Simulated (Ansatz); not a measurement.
# CH₄BClSi (SMILES [SiH2]=CBCl): what the fields show

```xyz
8

C     0.0961   -1.6853   -0.6968
B     0.1425   -0.3620    0.0378
Cl   -0.8841    1.0102   -0.4567
Si    1.1202   -2.9619   -0.1497
H     1.1823   -4.3087   -0.7654
H     2.0286   -2.7929    1.0034
H    -0.5643   -1.8380   -1.5490
H     0.8541   -0.1590    0.9748
```

Geometry: B3LYP/6-31G*.

The calculation used isolated molecule in a Gaussian basis; Kohn-Sham density functional theory, functional PBE0 (Ansatz 0.2.0).

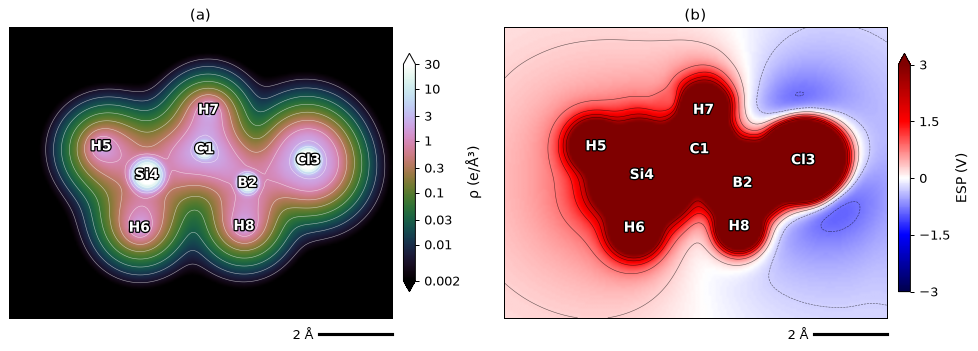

Figure 1. (a) electron density; (b) electrostatic potential on the molecular plane.

> Describe what can be read from this map.

- The section cuts through C, B, Cl, Si and H sites.
- C–B (1.51 Å): ρ is about 1.5 e/Å³ halfway.
- C–Si (1.73 Å): ρ at the midpoint is about 1.2 e/Å³.
- B–Cl (1.78 Å): ρ is about 1.3 e/Å³ halfway.
- C–H (1.09 Å): ρ at the midpoint is about 2 e/Å³.
- B–H (1.19 Å): ρ is about 1.3 e/Å³ halfway.
- Outside the dense part of the molecule the potential is most negative (−0.9 V) near Cl3.

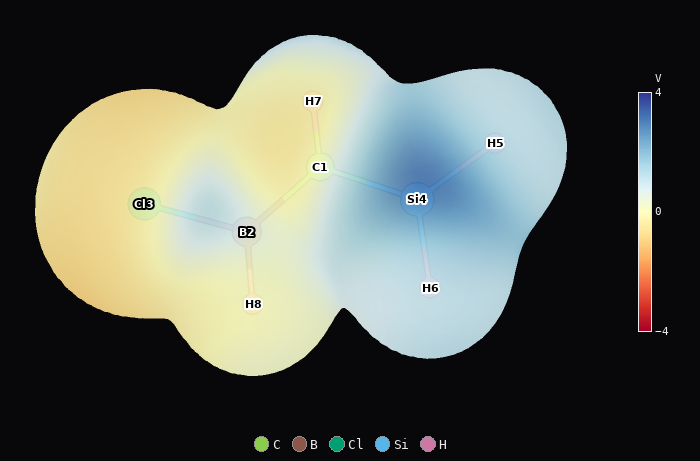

Figure 2. The molecular electrostatic potential painted on the density surface at 0.004 e/bohr³, seen at a tilt; the colour scale runs from red (negative) to blue (positive).

> Describe the electrostatic potential map.

The most negative region (about −0.9 V) lies over Cl3, the most positive (about +3.1 V) over Si4.

> How polar is the molecule by this calculation?

Its dipole moment is 3.94 D.

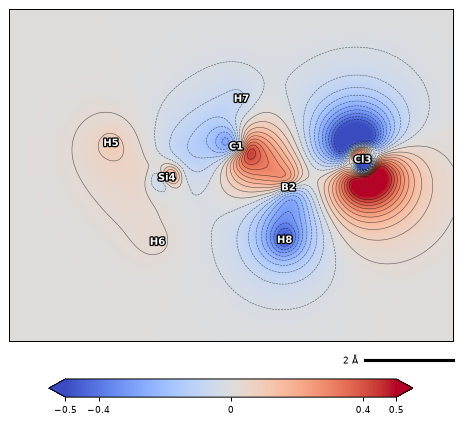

Figure 3. The HOMO−1 on the molecular plane (values in Å⁻³ᐟ²; the overall sign is arbitrary).

> Where does this orbital lie, and at what energy?

Its weight (Hirshfeld) is mainly on Cl3 (about 70 %), B2 (about 10 %), H8 (about 10 %) and C1 (about 10 %); it is symmetric in the molecular plane (an in-plane orbital: σ, lone-pair or in-plane π type); largely a lone pair of Cl3. Its energy is −8.16 eV.
